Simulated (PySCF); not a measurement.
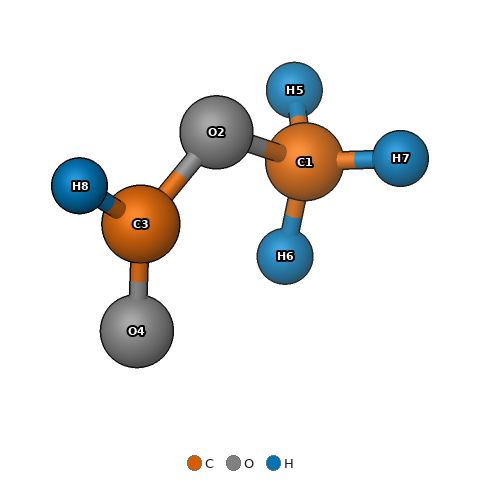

Structure of C₂H₄O₂ (methyl formate), SMILES COC=O.

Kohn-Sham orbital energies near the frontier, CAM-B3LYP/def2-SVPD in PySCF, at a GFN2-xTB geometry (no frequency check), isolated molecule; empty levels in grey, levels within 0.03 eV side by side.

Q: Where do the frontier orbitals lie?

A: HOMO at −9.97 eV, LUMO at 1.18 eV, 11.15 eV apart.

Q: How far below the HOMO does the next level lie?

A: 0.57 eV.

Q: List the levels with the atoms that carry most of them (a dash for levels above zero or within 0.03 eV of another, where shares mean little).

A:
| orbital | energy (eV) | Löwdin shares |
| --- | --- | --- |
| LUMO+1 | 1.31 | – |
| LUMO | 1.18 | – |
| HOMO | −9.97 | O4 68 %, C3 13 %, O2 8 % |
| HOMO−1 | −10.54 | O2 43 %, O4 30 %, C1 10 % |
| HOMO−2 | −11.87 | O2 44 %, C1 22 %, H6 12 % |

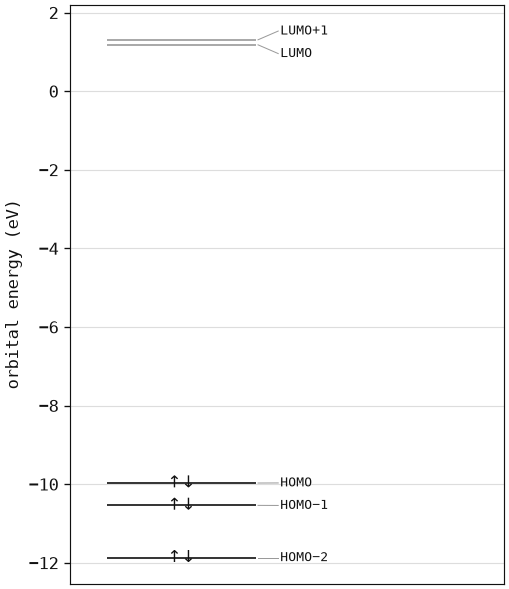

Note: the tight-binding geometry is rougher than a DFT one and adds to the error; one conformer of a flexible molecule; empty levels above zero depend strongly on the basis.
